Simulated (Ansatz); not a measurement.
The calculation's input:

```
crystal:
  periodic: [false, false, false]
  atoms:
    - {symbol: C, position_ang: [-1.064543, 1.484294, 2.299390]}
    - {symbol: As, position_ang: [1.634989, -0.187955, 0.750257]}
    - {symbol: B, position_ang: [2.811312, -1.921789, 0.571141]}
    - {symbol: Si, position_ang: [-0.158242, -0.164380, 2.314795]}
    - {symbol: H, position_ang: [3.249295, -2.037647, 1.701995]}
    - {symbol: H, position_ang: [3.624426, -1.632693, -0.285637]}
    - {symbol: H, position_ang: [1.977018, -2.750872, 0.253832]}
    - {symbol: H, position_ang: [0.931589, 0.311816, -0.498488]}
    - {symbol: H, position_ang: [2.344732, 1.104743, 1.109588]}
    - {symbol: H, position_ang: [0.462971, -0.447677, 3.637777]}
    - {symbol: H, position_ang: [-1.045597, -1.293047, 1.920890]}
    - {symbol: H, position_ang: [-1.889936, 1.473769, 3.029720]}
    - {symbol: H, position_ang: [-1.489305, 1.689424, 1.304489]}
    - {symbol: H, position_ang: [-0.383928, 2.308775, 2.562687]}
basis:
  gaussian:
    orbitals: def2-SVPD
hamiltonian:
  xc: pbe0
output:
  forces: true
  orbitals: {seedname: orbitals}
```

Command:

```sh
ansatz run input.yaml --threads 2 --pin off --max-ram 4350MiB --events-out events.jsonl --progress --plain --runs-dir runs
```

Geometry: B3LYP-D3(BJ)/def2-SVP.

Level of theory: isolated molecule in a Gaussian basis; Kohn-Sham density functional theory, functional PBE0 (Ansatz 0.2.0).

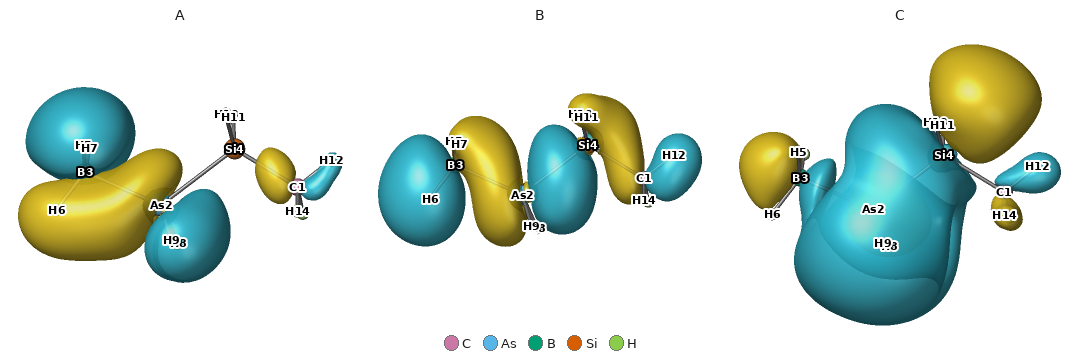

CH₁₀AsBSi. Three frontier orbitals at ±0.05 Å⁻³ᐟ² (yellow and cyan are the two phases), in no order.

Q: Order the three orbitals by energy and name them.

A: A is the HOMO−1 (−8.34 eV). By Hirshfeld shares it lies mainly on B3 (about 35 %), As2 (about 25 %), H7 (about 15 %), H5 (about 15 %) and H6 (about 10 %). B is the HOMO (−8.03 eV). By Hirshfeld shares it lies mainly on As2 (about 25 %), B3 (about 25 %), H6 (about 25 %) and Si4 (about 15 %). C is the LUMO (−0.20 eV). It lies mainly on Si4 (about 25 %), As2 (about 25 %), H8 (about 10 %) and H9 (about 10 %).

Q: What is the HOMO–LUMO gap?

A: 7.83 eV between the orbital energies.
